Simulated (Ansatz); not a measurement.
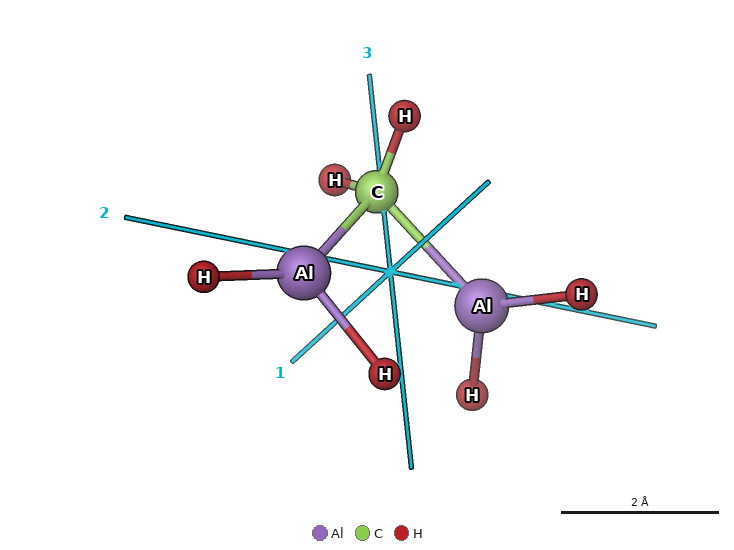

The three principal axes of inertia are drawn and numbered. Distant atoms are faded towards the background colour. Computed geometry: PBE0-D4/def2-TZVP optimisation. No frequency run is at hand to confirm it as a minimum. Masses are those of the most abundant isotopes; constants are for the rigid equilibrium geometry.

Q: Which line is the a axis (least moment of inertia), which b and which c?

A: a is line 2, b is line 3, c is line 1; the moments are 35.7, 117, 142 u Å².

Q: Classify the rotor and give the rotational constants (cm⁻¹).

A: An asymmetric top (Cs): A = 0.472, B = 0.144, C = 0.119 cm⁻¹. Ray's parameter κ is −0.86, close to the prolate limit.
